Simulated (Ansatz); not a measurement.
# Hypothetical diamond B, pressure series

Base system: B in the diamond structure (space group Fd-3m, No. 227; a hypothetical phase, not in the database extracts checked).

```
B
1.0
    0.00000     2.02592     2.02592
    2.02592     0.00000     2.02592
    2.02592     2.02592     0.00000
B
2
Direct
  0.25000   0.25000   0.25000
  0.00000   0.00000   0.00000
```

Cell and atoms are relaxed at each pressure.

Computed with Ansatz (a quantum-chemistry and plane-wave program) PBE, scalar-relativistic without spin-orbit coupling.

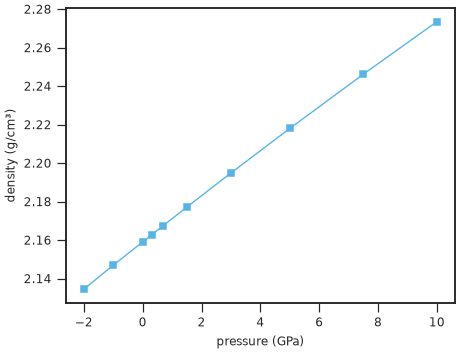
Figure: Density against pressure

| pressure (GPa) | density |
|---|---|
| -2 | 2.13 g/cm³ |
| -1 | 2.15 g/cm³ |
| 0.3 | 2.16 g/cm³ |
| 0.7 | 2.17 g/cm³ |
| 1.5 | 2.18 g/cm³ |
| 3 | 2.19 g/cm³ |
| 5 | 2.22 g/cm³ |
| 7.5 | 2.25 g/cm³ |
| 10 | 2.27 g/cm³ |

Load acts through the strain it causes; cell and atoms are relaxed under it. Whether these cells are dynamically stable was not tested. Competing high-pressure phases were not computed.
